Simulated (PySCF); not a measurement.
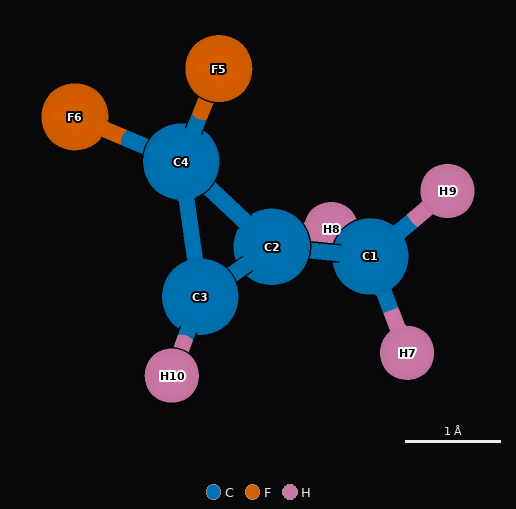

Figure 1. The structure as given in the input (ball-and-stick view, seen at a tilt; atoms are numbered from 1 in the order of the input). Bond lengths as drawn: C–C 1.32 to 1.47 Å, C–F 1.36 Å and C–H 1.06 to 1.09 Å.

## C4H4F2: NMR shielding calculation

C4H4F2, SMILES CC1=CC1(F)F, computed with GIAO PBE0/pcSseg-1 NMR shielding, non-relativistic, gas phase (PySCF 2.14.0).

The geometry comes from this level: GFN2-xTB. It belongs to a series of runs on one base structure; here: constitutional isomer. Figures and captions count atoms from 1; the log counts them from 0 in places.

**Log**
```
coarse grid: 9000 points
cycle   1  E = -353.9039619519  dE =  9.908e-01  |g| = 6.682e-01  |ddm| = 2.966e+00
cycle   2  E = -353.8494285508  dE =  5.453e-02  |g| = 9.264e-01  |ddm| = 1.013e+00
cycle   3  E = -353.9793215720  dE = -1.299e-01  |g| = 6.312e-02  |ddm| = 6.031e-01
cycle   4  E = -353.9800914040  dE = -7.698e-04  |g| = 2.156e-02  |ddm| = 7.452e-02
cycle   5  E = -353.9801952732  dE = -1.039e-04  |g| = 6.645e-03  |ddm| = 2.620e-02
cycle   6  E = -353.9802050210  dE = -9.748e-06  |g| = 1.862e-03  |ddm| = 8.363e-03
final grid: 89528 points
cycle   7  E = -354.0296722525  dE = -3.029e-05  |g| = 7.283e-03  |ddm| = 3.196e-02
cycle   8  E = -354.0296644351  dE =  7.817e-06  |g| = 1.005e-02  |ddm| = 1.408e-02
cycle   9  E = -354.0296833802  dE = -1.895e-05  |g| = 9.540e-04  |ddm| = 7.675e-03
cycle  10  E = -354.0296835525  dE = -1.724e-07  |g| = 2.893e-04  |ddm| = 9.051e-04
cycle  11  E = -354.0296835686  dE = -1.602e-08  |g| = 1.421e-04  |ddm| = 4.027e-04
cycle  12  E = -354.0296835730  dE = -4.467e-09  |g| = 1.686e-05  |ddm| = 1.369e-04
cycle  13  E = -354.0296835731  dE = -5.491e-11  |g| = 7.477e-06  |ddm| = 2.204e-05
```

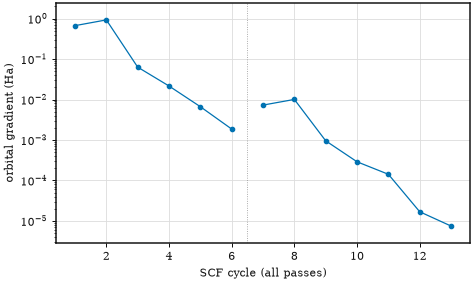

Figure 2. Convergence of the self-consistent field: orbital gradient against the SCF cycle. The dotted line marks the change from a coarse to the final integration grid. The first 6 cycles use a coarse grid, the final grid takes over at cycle 7, and the field converges after 13 cycles in all.

```
converged SCF energy = -354.0296835731

GIAO shielding tensors (ppm)
atom      isotropic    diamagn.    paramagn.     s11        s22        s33       span
  0 C      175.691     246.418     -70.727    160.951    178.714    187.408     26.457
  1 C       40.487     258.197    -217.710    -78.710     24.977    175.194    253.903
  2 C       59.278     255.279    -196.002    -49.117     47.598    179.352    228.469
  3 C       78.230     239.297    -161.067     39.489     51.651    143.550    104.062
  4 F      296.814     472.323    -175.509    145.872    338.253    406.317    260.445
  5 F      296.750     472.315    -175.565    145.750    338.244    406.257    260.508
  6 H       29.326      27.589       1.737     24.881     27.721     35.375     10.493
  7 H       29.300      27.953       1.347     24.977     27.468     35.455     10.478
  8 H       29.304      27.950       1.353     24.986     27.453     35.472     10.485
  9 H       24.285      32.464      -8.180     22.298     25.007     25.549      3.250
```

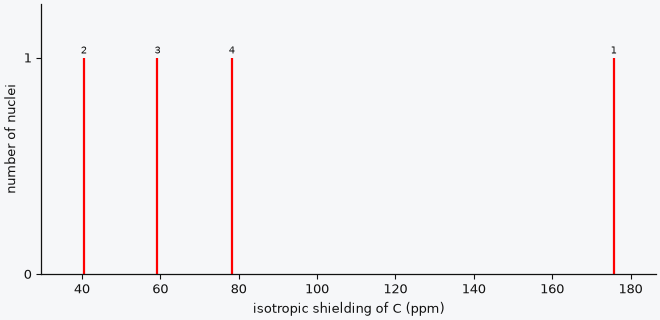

Figure 3. Isotropic shieldings of the carbon nuclei in this fixed geometry, labelled by atom number; shielding grows to the right, so chemical shift grows to the left. The least shielded is C2 (40.5 ppm), the most shielded C1 (175.7 ppm).

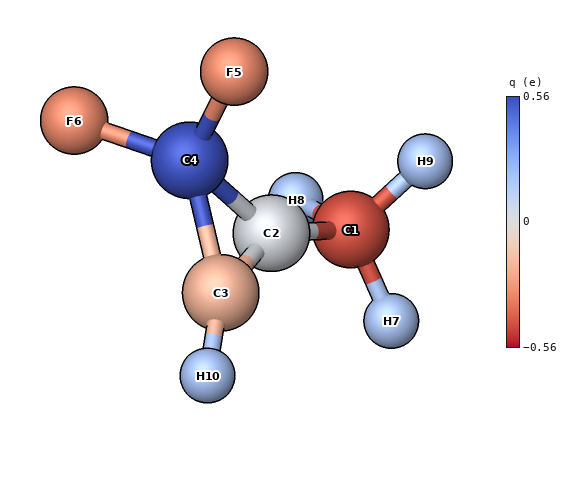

Figure 4. IAO charges, as the colour of each atom (ball-and-stick view, seen at a tilt; atoms are numbered from 1 in the order of the input). By element: C −0.44 to +0.53, F −0.31 and H +0.16 to +0.18 e.

This output came from the following input.

**Input file**
```
{"job": {"kind": "nmr", "xc": "PBE0", "basis": "pcSseg-1"}, "charge": 0, "multiplicity": 1}
C      1.482649    -0.276420     0.001193
C      0.025864    -0.167668    -0.081537
C     -1.158939    -0.642675    -0.420385
C     -1.138337     0.674100     0.217799
F     -1.589254     0.877977     1.487875
F     -1.408838     1.821625    -0.466247
H      1.822622    -1.216405    -0.427611
H      1.941954     0.555854    -0.531925
H      1.794862    -0.216286     1.043750
H     -1.763701    -1.405447    -0.845437
```

The first line tells a small driver script what to run in PySCF; the rest is the geometry in Å.

Command:
```bash
OMP_NUM_THREADS=1 python <driver script> task.json out
```

**Summary**

```tsv
quantity	value
outcome	converged
total energy	−354.029684 hartree
HOMO	−8.14 eV
LUMO	−0.28 eV
dipole moment	3.25 D
isotropic shielding, C	40.5 to 175.7 ppm
isotropic shielding, F	296.8 to 296.8 ppm
isotropic shielding, H	24.3 to 29.3 ppm
hardware	1 CPU thread, shared host
wall time	24 s
peak memory	0.61 GiB
```
